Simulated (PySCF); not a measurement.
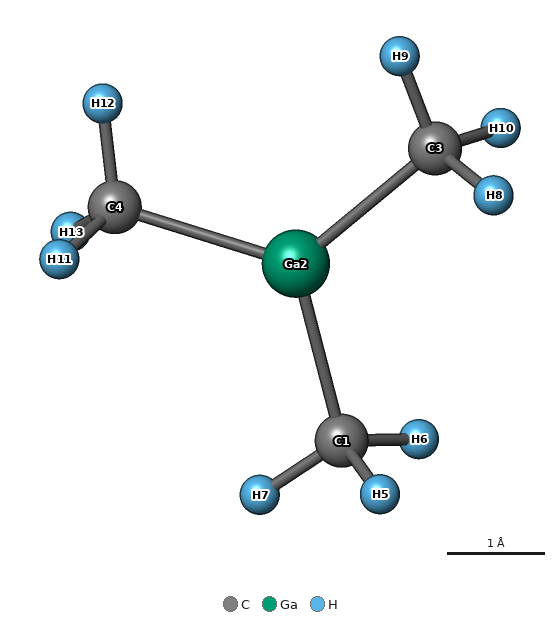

*The structure (ball-and-stick view, seen at a tilt; atoms are numbered from 1 in the order of the input). Sticks mark near contacts.*

Bond lengths as drawn: C–Ga 1.97 to 1.98 Å and C–H 1.10 Å.

Core-level calculation of C₃H₉Ga

- system: C₃H₉Ga (trimethylgallium)
- method: delta-SCF UKS SCAN, pcX-1 on the ionised atom, pcseg-1 elsewhere, spin-free X2C (PySCF 2.14.0)

Figures and captions count atoms from 1; the log counts them from 0 in places.

## Input file
```
{"job": {"kind": "xps", "basis": "pcX-1"}, "charge": 0, "multiplicity": 1}
C     -0.651650     1.828238     0.219866
Ga    -0.004424    -0.035280     0.088419
C      1.939464    -0.360747     0.226528
C     -1.292916    -1.506209    -0.185552
H     -0.267929     2.421480    -0.627239
H     -0.266939     2.306242     1.135771
H     -1.748882     1.902908     0.221627
H      2.493905     0.292585    -0.466891
H      2.219524    -1.404830     0.024552
H      2.285216    -0.103385     1.242221
H     -1.727590    -1.422293    -1.196751
H     -0.840223    -2.504142    -0.093133
H     -2.133652    -1.430992     0.522882
```

The first line tells a small driver script what to run in PySCF; the rest is the geometry in Å.

Launch command:
```bash
OMP_NUM_THREADS=1 python <driver script> task.json out
```

## What the program printed
```
ground state, core basis on atom 0 (C), 124 functions
  cycle   1  E = -2059.26667707  |g| = 6.72e-01
  cycle   2  E = -2059.17611412  |g| = 8.63e-01
  cycle   3  E = -2059.38846464  |g| = 2.14e-02
  cycle   4  E = -2059.38848805  |g| = 1.48e-02
  cycle   5  E = -2059.38853593  |g| = 7.02e-03
  cycle   6  E = -2059.38855130  |g| = 8.68e-04
  cycle   7  E = -2059.38855307  |g| = 2.05e-04
  E(ground) = -2059.65121848 Eh
hole in C 1s of atom 0
  cycle   1  E = -2048.17449142  |g| = 1.50e+00
  cycle   2  E = -2047.59475429  |g| = 1.73e+00
  cycle   3  E = -2048.70205894  |g| = 3.26e-01
  cycle   4  E = -2048.73819425  |g| = 1.29e-01
  cycle   5  E = -2048.74716371  |g| = 3.66e-02
  cycle   6  E = -2048.74789358  |g| = 3.73e-03
  cycle   7  E = -2048.74790965  |g| = 1.80e-03
  cycle   8  E = -2048.74791151  |g| = 1.20e-03
  cycle   9  E = -2048.74791280  |g| = 5.82e-04
  cycle  10  E = -2048.74791250  |g| = 1.43e-04
  E(ion) = -2049.00938395 Eh   <S^2> = 0.7676   hole on atom = 1.000   binding energy = 289.579 eV
```

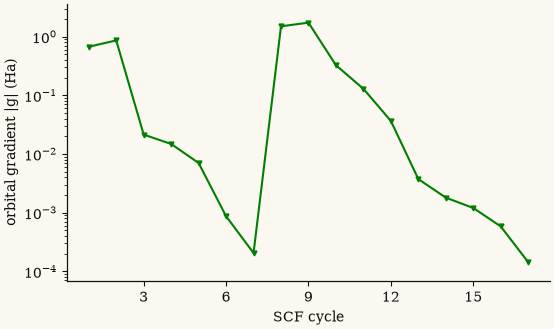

*Convergence of the self-consistent field: orbital gradient |g| against the SCF cycle.*

All cycles printed in the log are drawn one after another.

## Summary

- outcome: converged
- hardware: 1 CPU thread, shared host
- wall time: 4.2 s
- peak memory: 0.48 GiB
